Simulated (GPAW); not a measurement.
# B K-edge XANES of TiB2 (P6/mmm), part 3 of 4

How does the B K edge of TiB2 (P6/mmm) move when the bonds are compressed or stretched?

GPAW 26.7.0; X-ray absorption from dipole matrix elements to empty bands, plane-wave PAW PBE.

So far. Step 4 (Spectrum with XCH, B atom 2): The total-energy difference is 193.25 eV. One term is added: -5.59 eV, since the hole is spin-paired here and a spin-polarised one costs that much less in the free atom (computed apart). The photon energy is then 187.66 eV. The functional leaves an error of a few eV in such absolute values. Step 6 (Spectrum with XCH, B atom 2): The scaled spectrum changes by 14 % r.m.s. The highest intensity below 16 eV goes from 8.6 eV (1.55) to 9.2 eV (1.48).

### 7. Supercell without a hole, the energy reference

Level of this step: plane-wave PAW DFT, PBE, self-consistent field (GPAW).

The cell changes for the next run, so it gets a reference energy of its own.

The cell differs from the one that the last finished run ended in (a 5.140 → 5.194 Å, b 5.140 → 5.194 Å, c 6.325 → 6.392 Å).

The input, scf.py:

```python
import numpy as np
from ase import Atoms
from ase.parallel import parprint, paropen
from gpaw import GPAW, PW, FermiDirac, Mixer, MixerDif, setup_paths
from gpaw.test import gen
setup_paths.insert(0, '.')
gen('B', name='nch1s', xcname='PBE', corehole=(1, 0, 0), write_xml=True)
from gpaw.mpi import world
world.barrier()

atoms = Atoms('Ti6B12',
    cell=[[0, 5.19372743, 0],
     [-4.49789989, -2.59686371, 0],
     [0, 0, 6.39157534]],
    scaled_positions=[[0, 0, 0],
     [0.33333333, 0.66666667, 0],
     [0, 0, 0.5],
     [0.66666667, 0.33333333, 0],
     [0.33333333, 0.66666667, 0.5],
     [0.66666667, 0.33333333, 0.5],
     [0, 0.66666667, 0.25],
     [0.33333333, 0.33333333, 0.25],
     [0, 0.66666667, 0.75],
     [0.66666667, 0, 0.25],
     [0.33333333, 0.33333333, 0.75],
     [0.66666667, 0, 0.75],
     [0.33333333, 0, 0.25],
     [0.66666667, 0.66666667, 0.25],
     [0.33333333, 0, 0.75],
     [0, 0.33333333, 0.25],
     [0.66666667, 0.66666667, 0.75],
     [0, 0.33333333, 0.75]],
    pbc=True)
atoms.calc = calc = GPAW(legacy_gpaw=True, mode=PW(430, force_complex_dtype=True), xc='PBE', setups={6: 'nch1s'},
    kpts={'size': (5, 5, 4), 'gamma': True}, occupations=FermiDirac(0.1),
    charge=0, mixer=Mixer(0.1, 5, 50), maxiter=150,
    convergence={'density': 0.0001, 'eigenstates': 1e-6}, txt='scf.txt')
energy = atoms.get_potential_energy() + calc.get_reference_energy()
ef = calc.get_fermi_level()
out = dict(energy=energy, fermi=ef, forces=atoms.get_forces().tolist())
parprint(f'all-electron energy {energy:.4f} eV, Fermi level {ef:.4f} eV')
ev = np.array([[calc.get_eigenvalues(k, s) for k in range(len(calc.get_ibz_k_points()))] for s in range(calc.get_number_of_spins())])
out['homo'], out['lumo'], out['counts'] = ev[ev < ef].max(), ev[ev > ef].min(), sorted(set((ev < ef).sum((0, 2)).tolist()))
out['filled'] = (ev[:, 0] < ef).sum(1).tolist()
import json
with paropen('out.json', 'w') as f:
    json.dump(out, f)
```

Run with:

```
$ OMP_NUM_THREADS=1 mpirun -n 4 gpaw python scf.py
```

Numbers of over 12 decimals in the logs are rounded to 6 here.

The log of the run:

```text
Input parameters:
  convergence: {density: 0.0001,
                eigenstates: 1e-06}
  kpts: {gamma: True,
         size: (5, 5, 4)}
  maxiter: 150
  mixer: {backend: pulay,
          beta: 0.1,
          method: separate,
          nmaxold: 5,
          weight: 50}
  mode: {ecut: 430.0,
         force_complex_dtype: True,
         name: pw}
  occupations: {fixmagmom: False,
                name: fermi-dirac,
[...]
2s(2) :    -0.347030     1.005232
*s    :     0.652970
2p(1) :    -0.132526     0.982729
*p    :     0.867474
*d    :     0.000000
--------------------------------

Diagonalizing with gridspacing h=0.050

state   all-electron     PAW
-------------------------------
2s:      -0.347030    -0.347449
2p:      -0.132526    -0.132867
*d:                    0.040435
*f:                    0.071313
-------------------------------
all-electron energy -147516.8011 eV, Fermi level 11.8255 eV
[key lines of the parts left out:]
Converged after 18 iterations.
Dipole moment: (-0.000000, 0.000000, -0.000221) |e|*Ang
Free energy:   -138.887318
Fermi level: 11.82551
```

Wall time 73 s (4 MPI ranks of Intel Xeon Platinum 8488C (Sapphire Rapids), shared host); peak memory 0.35 GiB; 4.8 min of CPU time.

Reference energy: -147516.801 eV with the cores included.

### 8. Spectrum with XCH, B atom 2

Shorter bonds are expected to push antibonding states and scattering resonances up, and longer ones down; the cell is scaled to test that.

Changed against the first core-hole run: volume scale from 1 to 0.97.

The input, xas.py:

```python
import numpy as np
from ase import Atoms
from ase.parallel import parprint, paropen
from gpaw import GPAW, PW, FermiDirac, Mixer, MixerDif, setup_paths
from gpaw.test import gen
setup_paths.insert(0, '.')
gen('B', name='fch1s', xcname='PBE', corehole=(1, 0, 1), write_xml=True)
from gpaw.mpi import world
world.barrier()

atoms = Atoms('Ti6B12',
    cell=[[0, 5.19372743, 0],
     [-4.49789989, -2.59686371, 0],
     [0, 0, 6.39157534]],
    scaled_positions=[[0, 0, 0],
     [0.33333333, 0.66666667, 0],
     [0, 0, 0.5],
     [0.66666667, 0.33333333, 0],
     [0.33333333, 0.66666667, 0.5],
     [0.66666667, 0.33333333, 0.5],
     [0, 0.66666667, 0.25],
     [0.33333333, 0.33333333, 0.25],
     [0, 0.66666667, 0.75],
     [0.66666667, 0, 0.25],
     [0.33333333, 0.33333333, 0.75],
     [0.66666667, 0, 0.75],
     [0.33333333, 0, 0.25],
     [0.66666667, 0.66666667, 0.25],
     [0.33333333, 0, 0.75],
     [0, 0.33333333, 0.25],
     [0.66666667, 0.66666667, 0.75],
     [0, 0.33333333, 0.75]],
    pbc=True)
atoms.calc = calc = GPAW(legacy_gpaw=True, mode=PW(430, force_complex_dtype=True), xc='PBE', setups={6: 'fch1s'},
    kpts={'size': (5, 5, 4), 'gamma': True}, occupations=FermiDirac(0.1),
    charge=-1, mixer=Mixer(0.1, 5, 50), maxiter=150,
    convergence={'density': 0.0001, 'eigenstates': 1e-6}, txt='scf.txt')
energy = atoms.get_potential_energy() + calc.get_reference_energy()
ef = calc.get_fermi_level()
out = dict(energy=energy, fermi=ef, forces=atoms.get_forces().tolist())
parprint(f'all-electron energy {energy:.4f} eV, Fermi level {ef:.4f} eV')
ev = np.array([[calc.get_eigenvalues(k, s) for k in range(len(calc.get_ibz_k_points()))] for s in range(calc.get_number_of_spins())])
out['homo'], out['lumo'], out['counts'] = ev[ev < ef].max(), ev[ev > ef].min(), sorted(set((ev < ef).sum((0, 2)).tolist()))
out['filled'] = (ev[:, 0] < ef).sum(1).tolist()

from ase.units import Ha
from gpaw.xas import dipole_matrix_elements
nb = int(calc.get_number_of_electrons() / 2) + 122
top, nb = nb, nb + 8 + nb // 12
nscf = calc.fixed_density(kpts={'size': (7, 7, 5), 'gamma': True}, nbands=nb,
    convergence={'bands': top, 'eigenstates': 5e-3}, maxiter=60, txt='nscf.txt')
cell = atoms.cell.array
ops = [cell.T @ U.T @ np.linalg.inv(cell.T) for U in nscf.wfs.kd.symmetry.op_scc]
E = np.arange(-6, 34, 0.1)
fwhm = np.interp(E, [4, 25], [0.9, 3.5])
Y, X, zero, highest = 0, 0, 1e9, 1e9
for spin in range(nscf.get_number_of_spins()):
    wfs = nscf.wfs
    mine = wfs.bd.get_slice()  # this rank's bands
    A = dipole_matrix_elements(wfs.setups[6])
    eps = np.zeros((wfs.kd.nibzkpts, nb))
    d = np.zeros((3, A.shape[1], wfs.kd.nibzkpts, nb), complex)
    for kpt in wfs.kpt_u:
        if kpt.s == spin and 6 in kpt.P_ani:
            eps[kpt.k, mine] = kpt.eps_n * Ha
            d[:, :, kpt.k, mine] = (kpt.weight * wfs.nspins / 2) ** 0.5 * np.inner(A, kpt.P_ani[6])
    world.sum(eps)
    world.sum(d)
    T = np.einsum('amkn,bmkn->abkn', d, d.conj()).real
    T = sum(np.einsum('ai,ijkn,bj->abkn', R, T, R) for R in ops) / len(ops)
    empty = eps > ef
    zero, highest = min(zero, eps[empty].min()), min(highest, eps[:, top - 1].min())
    lines = [(eps, T, empty)] if spin == 0 else lines + [(eps, T, empty)]
for eps, T, empty in lines:
    f = np.einsum('aakn->akn', T).reshape(3, -1)
    x = eps.ravel() - zero
    w = np.interp(x, E, fwhm) / 2.35482
    g = np.exp(-0.5 * ((E[:, None] - x) / w) ** 2) / (w * (2 * np.pi) ** 0.5)
    Y = Y + (f * empty.ravel()) @ g.T
    X = X + (f * ~empty.ravel()) @ g.T
out.update(E=E.round(2).tolist(), xas=Y.tolist(), xes=X.tolist(), zero=zero, valid=highest - zero, nk=len(eps), nb=nb)
for i in range(0, len(E), 10):
    parprint(f'{E[i]:7.2f}', *(f'{v:10.3e}' for v in Y[:, i]))
import json
with paropen('out.json', 'w') as f:
    json.dump(out, f)
```

Run with:

```
$ OMP_NUM_THREADS=1 mpirun -n 4 gpaw python xas.py
```

The log of the run:

```text
Input parameters:
  charge: -1
  convergence: {density: 0.0001,
                eigenstates: 1e-06}
  kpts: {gamma: True,
         size: (5, 5, 4)}
  maxiter: 150
  mixer: {backend: pulay,
          beta: 0.1,
          method: separate,
          nmaxold: 5,
          weight: 50}
  mode: {ecut: 430.0,
         force_complex_dtype: True,
         name: pw}
  occupations: {fixmagmom: False,
[...]
*p    :     0.350422
*d    :     0.000000
--------------------------------

Diagonalizing with gridspacing h=0.050

state   all-electron     PAW
-------------------------------
2s:      -0.872538    -0.873275
2p:      -0.649578    -0.650581
*d:                   -0.077574
*f:                   -0.014711
-------------------------------
all-electron energy -147323.6448 eV, Fermi level 12.2594 eV
[...]
32.00  2.768e-04  2.768e-04  3.448e-04
  33.00  2.366e-04  2.366e-04  3.827e-04
[key lines of the parts left out:]
Converged after 24 iterations.
Dipole moment: (-0.081892, -0.047282, -0.105198) |e|*Ang
Free energy:   -152.805940
Fermi level: 12.25937
```

Run time: 5.5 min. Hardware: 4 MPI ranks; peak memory 0.88 GiB.

| E (eV) | first run | this run |
| --- | --- | --- |
| -2.0 | 0.00 | 0.00 |
| -1.0 | 0.00 | 0.00 |
| 0.0 | 0.23 | 0.22 |
| 1.0 | 0.80 | 0.76 |
| 2.0 | 1.00 | 0.97 |
| 3.0 | 0.98 | 0.99 |
| 4.0 | 1.22 | 1.13 |
| 5.0 | 1.01 | 0.99 |
| 6.0 | 1.11 | 1.12 |
| 7.0 | 1.19 | 1.07 |
| 8.0 | 1.49 | 1.37 |
| 9.0 | 1.53 | 1.51 |
| 10.0 | 1.24 | 1.32 |
| 11.0 | 1.02 | 1.03 |
| 12.0 | 1.06 | 1.03 |
| 13.0 | 1.05 | 1.04 |
| 14.0 | 1.04 | 1.04 |
| 15.0 | 1.02 | 1.00 |
| 16.0 | 1.04 | 1.02 |
| 17.0 | 0.94 | 1.01 |
| 18.0 | 0.62 | 0.80 |
| 19.0 | 0.30 | 0.44 |
| 20.0 | 0.18 | 0.22 |
| 21.0 | 0.21 | 0.18 |
| 22.0 | 0.29 | 0.25 |
| 23.0 | 0.38 | 0.33 |
| 24.0 | 0.46 | 0.41 |
| 25.0 | 0.54 | 0.49 |
| 26.0 | 0.62 | 0.57 |
| 27.0 | 0.68 | 0.64 |
| 28.0 | 0.70 | 0.70 |
| 29.0 | 0.67 | 0.69 |
| 30.0 | 0.63 | 0.65 |
| 31.0 | 0.61 | 0.61 |
| 32.0 | 0.58 | 0.60 |

The scaled spectrum changes by 7 % r.m.s. The highest intensity below 16 eV goes from 8.6 eV (1.55) to 8.9 eV (1.51).

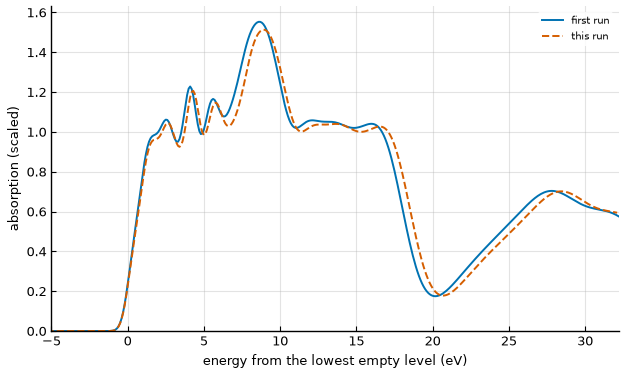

The effect of the change (volume scale from 1 to 0.97).

The photon energy of the zero moves by -0.09 eV.

### 9. Supercell without a hole, the energy reference

The cell changes for the next run, so it gets a reference energy of its own.

The cell differs from the one that the last finished run ended in (a 5.194 → 5.299 Å, b 5.194 → 5.299 Å, c 6.392 → 6.521 Å).

Edit scf.py of step 7 so:

```diff
@@ -11,5 +11,5 @@
 atoms = Atoms('Ti6B12',
-    cell=[[0, 5.19372743, 0],
-     [-4.49789989, -2.59686371, 0],
-     [0, 0, 6.39157534]],
+    cell=[[0, 5.29867949, 0],
+     [-4.58879104, -2.64933974, 0],
+     [0, 0, 6.52073287]],
     scaled_positions=[[0, 0, 0],
```

Run with:

```
$ OMP_NUM_THREADS=1 mpirun -n 4 gpaw python scf.py
```

The log of the run:

```text
Input parameters:
  convergence: {density: 0.0001,
                eigenstates: 1e-06}
  kpts: {gamma: True,
         size: (5, 5, 4)}
  maxiter: 150
  mixer: {backend: pulay,
          beta: 0.1,
          method: separate,
          nmaxold: 5,
          weight: 50}
  mode: {ecut: 430.0,
         force_complex_dtype: True,
         name: pw}
  occupations: {fixmagmom: False,
                name: fermi-dirac,
[...]
2s(2) :    -0.347030     1.005232
*s    :     0.652970
2p(1) :    -0.132526     0.982729
*p    :     0.867474
*d    :     0.000000
--------------------------------

Diagonalizing with gridspacing h=0.050

state   all-electron     PAW
-------------------------------
2s:      -0.347030    -0.347449
2p:      -0.132526    -0.132867
*d:                    0.040435
*f:                    0.071313
-------------------------------
all-electron energy -147516.8809 eV, Fermi level 11.0753 eV
[key lines of the parts left out:]
Converged after 21 iterations.
Dipole moment: (-0.000000, -0.000000, 0.000011) |e|*Ang
Free energy:   -138.969735
Fermi level: 11.07529
```

The job ended after 98 s (4 MPI ranks; peak memory 0.35 GiB).

Reference energy: -147516.881 eV with the cores included.

### 10. Spectrum with XCH, B atom 2

Shorter bonds are expected to push antibonding states and scattering resonances up, and longer ones down; the cell is scaled to test that.

Changed against the first core-hole run: volume scale from 1 to 1.03.

Edit xas.py of step 8 so:

```diff
@@ -11,5 +11,5 @@
 atoms = Atoms('Ti6B12',
-    cell=[[0, 5.19372743, 0],
-     [-4.49789989, -2.59686371, 0],
-     [0, 0, 6.39157534]],
+    cell=[[0, 5.29867949, 0],
+     [-4.58879104, -2.64933974, 0],
+     [0, 0, 6.52073287]],
     scaled_positions=[[0, 0, 0],
@@ -47,3 +47,3 @@
 from gpaw.xas import dipole_matrix_elements
-nb = int(calc.get_number_of_electrons() / 2) + 122
+nb = int(calc.get_number_of_electrons() / 2) + 127
 top, nb = nb, nb + 8 + nb // 12
```

Run with:

```
$ OMP_NUM_THREADS=1 mpirun -n 4 gpaw python xas.py
```

The log of the run:

```text
Input parameters:
  charge: -1
  convergence: {density: 0.0001,
                eigenstates: 1e-06}
  kpts: {gamma: True,
         size: (5, 5, 4)}
  maxiter: 150
  mixer: {backend: pulay,
          beta: 0.1,
          method: separate,
          nmaxold: 5,
          weight: 50}
  mode: {ecut: 430.0,
         force_complex_dtype: True,
         name: pw}
  occupations: {fixmagmom: False,
[...]
*p    :     0.350422
*d    :     0.000000
--------------------------------

Diagonalizing with gridspacing h=0.050

state   all-electron     PAW
-------------------------------
2s:      -0.872538    -0.873275
2p:      -0.649578    -0.650581
*d:                   -0.077574
*f:                   -0.014711
-------------------------------
all-electron energy -147323.5383 eV, Fermi level 11.4735 eV
[...]
32.00  2.170e-04  2.170e-04  3.927e-04
  33.00  1.654e-04  1.654e-04  3.803e-04
[key lines of the parts left out:]
Converged after 24 iterations.
Dipole moment: (-0.083440, -0.048173, -0.107395) |e|*Ang
Free energy:   -152.703331
Fermi level: 11.47349
```

It took 6.5 min on 4 MPI ranks; peak memory 0.93 GiB.

| E (eV) | first run | this run |
| --- | --- | --- |
| -2.0 | 0.00 | 0.00 |
| -1.0 | 0.00 | 0.00 |
| 0.0 | 0.23 | 0.24 |
| 1.0 | 0.80 | 0.84 |
| 2.0 | 1.00 | 1.03 |
| 3.0 | 0.98 | 0.99 |
| 4.0 | 1.22 | 1.24 |
| 5.0 | 1.01 | 1.08 |
| 6.0 | 1.11 | 1.12 |
| 7.0 | 1.19 | 1.33 |
| 8.0 | 1.49 | 1.57 |
| 9.0 | 1.53 | 1.51 |
| 10.0 | 1.24 | 1.16 |
| 11.0 | 1.02 | 1.05 |
| 12.0 | 1.06 | 1.08 |
| 13.0 | 1.05 | 1.06 |
| 14.0 | 1.04 | 1.04 |
| 15.0 | 1.02 | 1.05 |
| 16.0 | 1.04 | 1.04 |
| 17.0 | 0.94 | 0.82 |
| 18.0 | 0.62 | 0.45 |
| 19.0 | 0.30 | 0.21 |
| 20.0 | 0.18 | 0.18 |
| 21.0 | 0.21 | 0.25 |
| 22.0 | 0.29 | 0.34 |
| 23.0 | 0.38 | 0.43 |
| 24.0 | 0.46 | 0.51 |
| 25.0 | 0.54 | 0.59 |
| 26.0 | 0.62 | 0.66 |
| 27.0 | 0.68 | 0.70 |
| 28.0 | 0.70 | 0.69 |
| 29.0 | 0.67 | 0.65 |
| 30.0 | 0.63 | 0.62 |
| 31.0 | 0.61 | 0.60 |

The scaled spectrum changes by 7 % r.m.s. The highest intensity below 16 eV goes from 8.6 eV (1.55) to 8.4 eV (1.59).

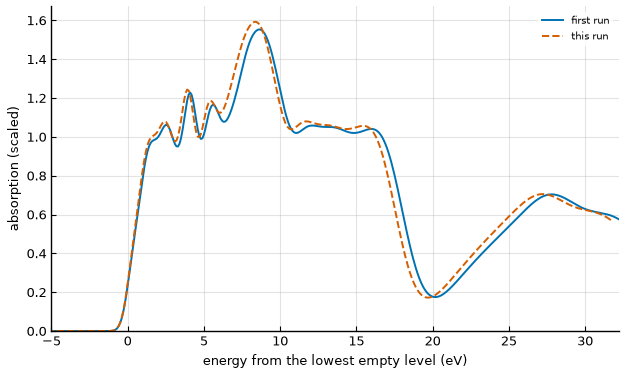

The effect of the change (volume scale from 1 to 1.03).

The photon energy of the zero moves by +0.09 eV.

### 11. Reference energy of the supercell

The cell changes for the next run, so it gets a reference energy of its own.

The cell differs from the one that the last finished run ended in (a 5.299 → 5.350 Å, b 5.299 → 5.350 Å, c 6.521 → 6.583 Å).

Edit scf.py of step 9 so:

```diff
@@ -11,5 +11,5 @@
 atoms = Atoms('Ti6B12',
-    cell=[[0, 5.29867949, 0],
-     [-4.58879104, -2.64933974, 0],
-     [0, 0, 6.52073287]],
+    cell=[[0, 5.34963146, 0],
+     [-4.63291674, -2.67481573, 0],
+     [0, 0, 6.58343607]],
     scaled_positions=[[0, 0, 0],
```

Run with:

```
$ OMP_NUM_THREADS=1 mpirun -n 4 gpaw python scf.py
```

The log of the run:

```text
Input parameters:
  convergence: {density: 0.0001,
                eigenstates: 1e-06}
  kpts: {gamma: True,
         size: (5, 5, 4)}
  maxiter: 150
  mixer: {backend: pulay,
          beta: 0.1,
          method: separate,
          nmaxold: 5,
          weight: 50}
  mode: {ecut: 430.0,
         force_complex_dtype: True,
         name: pw}
  occupations: {fixmagmom: False,
                name: fermi-dirac,
[...]
2s(2) :    -0.347030     1.005232
*s    :     0.652970
2p(1) :    -0.132526     0.982729
*p    :     0.867474
*d    :     0.000000
--------------------------------

Diagonalizing with gridspacing h=0.050

state   all-electron     PAW
-------------------------------
2s:      -0.347030    -0.347449
2p:      -0.132526    -0.132867
*d:                    0.040435
*f:                    0.071313
-------------------------------
all-electron energy -147516.6134 eV, Fermi level 10.7255 eV
[key lines of the parts left out:]
Converged after 18 iterations.
Dipole moment: (-0.000000, -0.000000, 0.000152) |e|*Ang
Free energy:   -138.703604
Fermi level: 10.72546
```

The job ended after 86 s (4 MPI ranks; peak memory 0.36 GiB).

Reference energy: -147516.613 eV with the cores included.

(Part 3 of 4 ends here.)

[Banner, clock and machine lines of the logs are left out without a mark of their own.]

[Logs are printed without paths, hosts, clocks, repeated set-up lines and the standing remarks that a program may print on its own settings, such as how far it seeks lower states.]

[Hosts, paths, dates, database ids (printed as entryN), source tags and the programs' standing remarks are cut or masked in the printed files.]

[Lists of maxima count a maximum above −3 eV only where it reaches 4 % of the highest in the window and stands out from its surroundings by 2 % of it (1.5 % where it reaches 55 %); shoulders and weaker maxima are passed over, and of the rest the first, up to two pre-edge ones and the few strongest are named.]
